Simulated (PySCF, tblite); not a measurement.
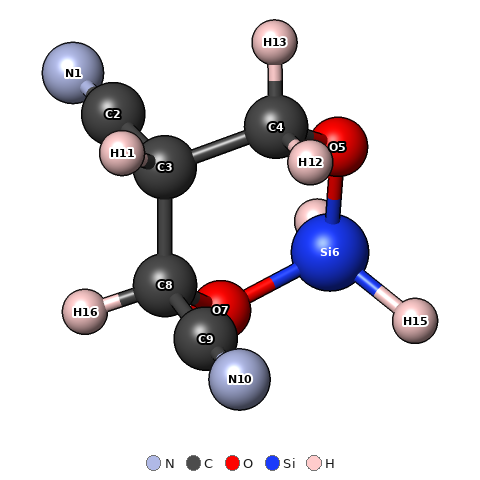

The molecule: C₅H₆N₂O₂Si, SMILES N#C[C@@H]1CO[SiH2]O[C@H]1C#N.

GIAO shifts, PBE0/pcSseg-1, PySCF 2.14.0, at a GFN2-xTB geometry (a minimum by its frequencies), against TMS for ¹³C and H₂O for ¹⁷O computed at the same level (¹⁷O: a single water molecule, while the usual scale starts at liquid water and gives values some tens of ppm lower). Gas phase, fully decoupled, line heights follow the number of nuclei, widths are arbitrary (no quadrupolar broadening); values of one conformer, averaged over methyl-type rotors and exact or near symmetry; other conformers aren't averaged in.

Predict the ¹³C spectrum.

5 signals.


```
δ (ppm)  nuclei  atoms
  122.5       1     C2
  121.4       1     C9
   64.7       1     C4
   63.5       1     C8
   37.1       1     C3
```

The order of signals that lie close, as those under 2 ppm apart, is within the error of the method.

Which ¹⁷O signals does it give?

2 signals.


```
δ (ppm)  nuclei  atoms
   39.2       1     O7
   23.8       1     O5
```

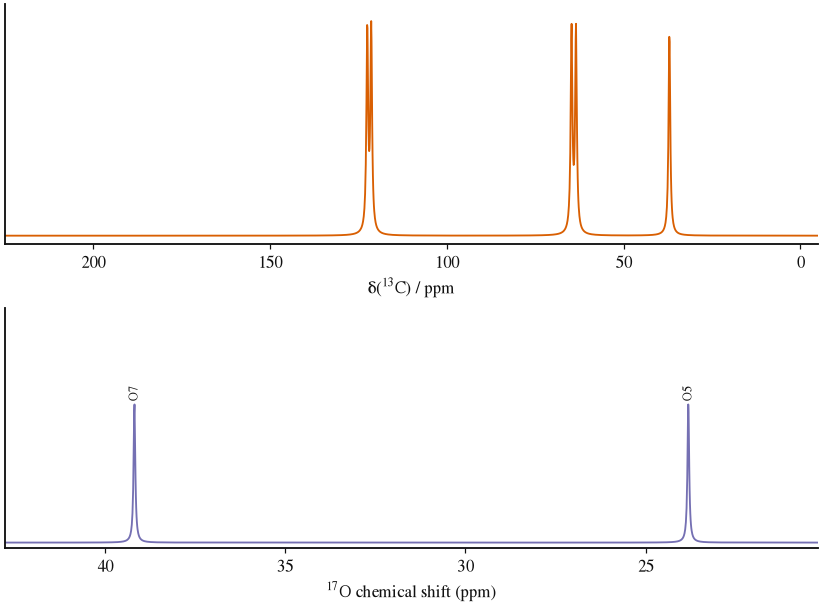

Note: the tight-binding geometry is rougher than a DFT one and adds to the error.
